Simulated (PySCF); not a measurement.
# Si4H10O4: geometry, NMR shifts and electronic excitations, part 2 of 2

PySCF 2.14.0. Atoms count from 0. The steps go on from the part before.

### 4 TDDFT and polarisability: CAM-B3LYP/def2-SVPD

What the job is given:

```
{"job": {"kind": "uv", "xc": "CAM-B3LYP", "basis": "def2-SVPD", "ip": true}, "charge": 0, "multiplicity": 1}
O      2.224623     1.076663    -0.845523
Si     1.182262     2.136042    -0.097351
O      0.400921     1.398642     1.163317
Si    -0.236022    -0.068383     1.571909
O     -1.784714    -0.163793     1.035421
Si    -2.802287    -0.210949    -0.275110
O      0.669408    -1.259675     0.892139
Si     1.092832    -1.982976    -0.545467
H      3.002981     0.805519    -0.348824
H      1.911013     3.301485     0.472402
H      0.210012     2.528116    -1.147237
H     -0.219727    -0.211697     3.035860
H     -2.516026     0.932863    -1.192122
H     -2.610492    -1.491111    -1.020556
H     -4.206042    -0.123698     0.213974
H      0.395353    -1.329926    -1.691698
H      2.570520    -1.907790    -0.723417
H      0.687726    -3.417580    -0.485104
```

With the program's defaults for keys left out, this is: TDDFT CAM-B3LYP/def2-SVPD, vertical, gas phase, core orbitals frozen in the response.

Log:

```text
coarse grid: 17040 points
cycle   1  E = -1464.0118418706  dE =  6.680e-01  |g| = 1.300e+00  |ddm| = 7.483e+00
cycle   2  E = -1463.7867353143  dE =  2.251e-01  |g| = 1.719e+00  |ddm| = 4.757e+00
cycle   3  E = -1464.3261338344  dE = -5.394e-01  |g| = 6.626e-02  |ddm| = 2.061e+00
cycle   4  E = -1464.3270970954  dE = -9.633e-04  |g| = 3.078e-02  |ddm| = 2.698e-01
cycle   5  E = -1464.3272534886  dE = -1.564e-04  |g| = 1.470e-02  |ddm| = 9.670e-02
cycle   6  E = -1464.3272927205  dE = -3.923e-05  |g| = 1.560e-03  |ddm| = 2.627e-02
cycle   7  E = -1464.3272932970  dE = -5.765e-07  |g| = 5.882e-04  |ddm| = 5.234e-03
final grid: 146256 points
cycle   8  E = -1464.5423749854  dE = -1.577e-05  |g| = 1.698e-03  |ddm| = 5.670e-02
cycle   9  E = -1464.5423748833  dE =  1.021e-07  |g| = 2.076e-03  |ddm| = 7.331e-03
cycle  10  E = -1464.5423756404  dE = -7.571e-07  |g| = 1.415e-04  |ddm| = 2.366e-03
cycle  11  E = -1464.5423756466  dE = -6.165e-09  |g| = 6.806e-05  |ddm| = 5.906e-04
cycle  12  E = -1464.5423756474  dE = -8.731e-10  |g| = 2.726e-05  |ddm| = 1.494e-04
converged SCF energy = -1464.5423756474

Static polarisability (au): isotropic 110.495, principal 102.816 112.465 116.205

Singlet excitations
state   eV       nm        f      main configurations
  1   7.5833    163.5   0.00186   H->L 0.57, H->L+1 0.15
  2   7.7467    160.0   0.00205   H-2->L 0.44, H-2->L+1 0.14, H-2->L+3 0.08
  3   7.7756    159.5   0.00797   H-1->L 0.52, H-3->L+1 0.12
  4   7.8534    157.9   0.00387   H-3->L 0.28, H->L+1 0.15, H-1->L+1 0.14
  5   7.9746    155.5   0.00599   H-4->L 0.23, H-4->L+1 0.14, H-1->L+3 0.11
  6   8.2518    150.3   0.06484   H-5->L 0.39, H-5->L+1 0.11
  7   8.3168    149.1   0.00513   H->L+5 0.12, H-1->L+5 0.12, H-3->L+1 0.12
  8   8.4560    146.6   0.04428   H->L+1 0.21, H->L 0.15, H->L+2 0.10
  9   8.6158    143.9   0.07016   H-2->L+2 0.22, H-2->L 0.19, H-2->L+1 0.12
 10   8.7082    142.4   0.04582   H-6->L 0.19, H-3->L 0.12, H->L+6 0.09

Triplet excitations (Tamm-Dancoff, eV): 7.2284 7.3362 7.3836 7.4679
Vertical ionisation energy (delta-SCF) = 10.7936 eV
```

It took 18 min on 1 thread of Arm Neoverse N1, shared host; peak memory 1.4 GiB.

Frontier orbitals and where they lie:

```
orbital      eV                        atoms
 HOMO−3  -10.69  O4 17 %, Si5 16 %, H12 15 %
 HOMO−2  -10.40  O6 27 %, Si7 22 %, H17 15 %
 HOMO−1  -10.33   O4 16 %, Si5 12 %, O2 10 %
   HOMO  -10.12    O4 19 %, O6 16 %, O2 11 %
   LUMO    0.57  Si1 15 %, Si7 12 %, O0 12 %
 LUMO+1    0.98   Si5 15 %, O0 12 %, Si7 8 %
 LUMO+2    1.25  Si5 24 %, Si7 17 %, H15 6 %
```

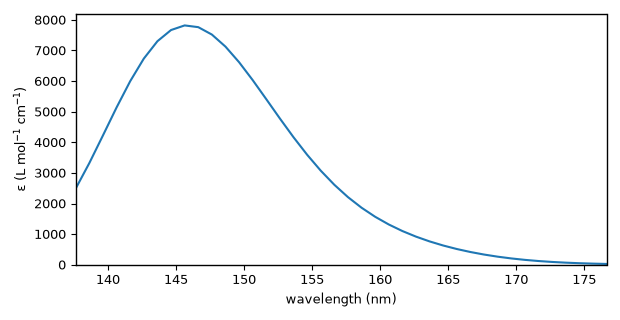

Absorption spectrum: each of the 10 states is a Gaussian band of 0.4 eV half-width at 1/e. Beyond the last state computed it falls off for lack of states.

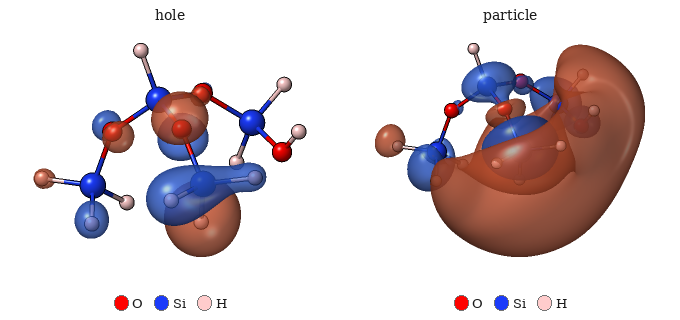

Leading natural transition orbitals of singlet state 9: the electron leaves the hole (left) for the particle orbital (right).

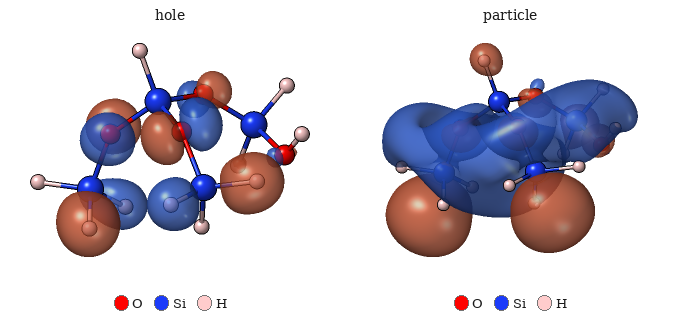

Leading natural transition orbitals of singlet state 1: the electron leaves the hole (left) for the particle orbital (right).

Ground-state properties from the same run:

```
           property  computed
  dipole moment (D)      0.81
polarisability (Å³)     16.37
 HOMO–LUMO gap (eV)     10.70
      −ε(HOMO) (eV)     10.12
```

### 5 NMR shieldings: HF/pcSseg-1

The job, as its differences from that of step 4:

```diff
@@ -1,2 +1,2 @@
-{"job": {"kind": "uv", "xc": "CAM-B3LYP", "basis": "def2-SVPD", "ip": true}, "charge": 0, "multiplicity": 1}
+{"job": {"kind": "nmr", "xc": "HF", "basis": "pcSseg-1", "pop": false}, "charge": 0, "multiplicity": 1}
 O      2.224623     1.076663    -0.845523
```

Level: GIAO HF/pcSseg-1 NMR shielding, non-relativistic, gas phase.

Log:

```text
final grid: 146256 points
cycle   1  E = -1461.0254562570  dE =  4.611e-01  |g| = 9.753e-01  |ddm| = 3.811e+00
cycle   2  E = -1461.1756019076  dE = -1.501e-01  |g| = 5.758e-01  |ddm| = 9.579e-01
cycle   3  E = -1461.2318938377  dE = -5.629e-02  |g| = 7.418e-02  |ddm| = 3.528e-01
cycle   4  E = -1461.2337306790  dE = -1.837e-03  |g| = 1.248e-02  |ddm| = 1.187e-01
cycle   5  E = -1461.2337816851  dE = -5.101e-05  |g| = 3.564e-03  |ddm| = 2.256e-02
cycle   6  E = -1461.2337850191  dE = -3.334e-06  |g| = 1.383e-03  |ddm| = 5.070e-03
cycle   7  E = -1461.2337855116  dE = -4.924e-07  |g| = 2.898e-04  |ddm| = 1.664e-03
cycle   8  E = -1461.2337855511  dE = -3.951e-08  |g| = 7.080e-05  |ddm| = 5.786e-04
cycle   9  E = -1461.2337855534  dE = -2.332e-09  |g| = 3.243e-05  |ddm| = 1.248e-04
cycle  10  E = -1461.2337855537  dE = -2.888e-10  |g| = 7.437e-06  |ddm| = 3.413e-05
converged SCF energy = -1461.2337855537

GIAO shielding tensors (ppm)
atom      isotropic    diamagn.    paramagn.     s11        s22        s33       span
  0 O      290.106     394.977    -104.871    255.547    302.891    311.880     56.333
  1 Si     433.423     876.510    -443.087    425.463    434.440    440.366     14.902
  2 O      255.143     406.054    -150.911    204.466    272.681    288.281     83.815
  3 Si     469.697     877.657    -407.960    458.570    461.666    488.855     30.284
  4 O      299.055     404.903    -105.847    275.638    303.645    317.883     42.245
  5 Si     438.550     875.891    -437.341    406.727    417.416    491.506     84.779
  6 O      301.082     406.105    -105.023    278.470    303.330    321.446     42.976
  7 Si     436.905     876.657    -439.752    407.655    420.812    482.248     74.593
  8 H       29.465      32.269      -2.804     22.687     23.808     41.901     19.214
  9 H       27.300      27.993      -0.693     23.506     24.828     33.564     10.058
 10 H       27.293      31.380      -4.087     23.867     25.660     32.352      8.485
 11 H       27.985      28.835      -0.850     24.312     24.688     34.954     10.642
 12 H       27.060      31.228      -4.168     23.353     26.545     31.282      7.928
 13 H       27.056      30.621      -3.565     23.446     26.271     31.450      8.005
 14 H       27.159      28.212      -1.054     23.722     24.960     32.795      9.072
 15 H       27.059      33.095      -6.036     24.572     26.081     30.525      5.953
 16 H       27.301      30.517      -3.216     23.672     26.237     31.994      8.322
 17 H       27.185      29.511      -2.326     23.865     25.014     32.676      8.812
```

It took 39 s on 1 thread of Arm Neoverse N1, shared host; peak memory 1 GiB.

Key values: δ O2 78.2, O0 43.2, O4 33.2, Si1 -40.0, H12 4.55, H9 4.39 ppm (means over like atoms).

### 6 Run by run: NMR shifts

Shifts (ppm) of some atoms, chosen among heavy atoms and hydrogens apart, means over like atoms, with basis size and wall time:

```
          run   H12    H9     O2    O0    O4    Si1    Si5  functions     time
PBE0/pcSseg-1  5.10  5.03  114.5  65.4  55.2  -31.1  -38.9        214  1.7 min
  HF/pcSseg-1  4.55  4.39   78.2  43.2  33.2  -40.0  -44.3        214     39 s
```

### 7 Results

The summary covers parts 1 to 2.

```
                                                                quantity                        value
                                                             point group                           C1
                                    rotational constants (main isotopes)         1.09, 0.77, 0.60 GHz
  ¹H shifts against TMS (PBE0/pcSseg-1, means over atoms taken as alike)   5.10, 5.03, 4.23, 2.02 ppm
 ¹⁷O shifts against H2O (PBE0/pcSseg-1, means over atoms taken as alike)        114.5, 65.4, 55.2 ppm
²⁹Si shifts against TMS (PBE0/pcSseg-1, means over atoms taken as alike)      -31.1, -38.9, -73.1 ppm
                                   surface potential, least and greatest           -1.08 V and 2.22 V
                                    lowest singlet (CAM-B3LYP/def2-SVPD)  7.58 eV (163 nm), f = 0.002
                                brightest single state of those computed  state 9, 8.62 eV, f = 0.070
                                                          lowest triplet                      7.23 eV
                                       vertical ionisation energy (ΔSCF)                     10.79 eV
                                                range of the shift of O2            78.2 to 114.5 ppm
```

In words: Over 16 steps the energy fell by 0.506 eV; of the close pairs, O2–Si3 changed most, 1.584 to 1.651 Å. No frequency check was run at this level, so the end point may be a saddle. At PBE0/pcSseg-1: The largest span, 109 ppm, is at Si5, Si7, where the paramagnetic term is -489 ppm. The first singlet state (HOMO→LUMO 0.57, HOMO→LUMO+1 0.15) lies at 7.58 eV and is weak; of the 10 states computed, the strongest absorption comes from state 9 at 8.62 eV (the last state computed is bright too, and its partners may lie past the list). The lowest triplet lies 0.35 eV below the lowest singlet (triplets in Tamm-Dancoff, singlets in full TDDFT). ΔSCF puts the ionisation energy at 10.79 eV, 0.67 eV above −ε(HOMO). Across the 2 runs the shift of O2 moves most, between 78.2 (HF/pcSseg-1) and 114.5 ppm (PBE0/pcSseg-1).
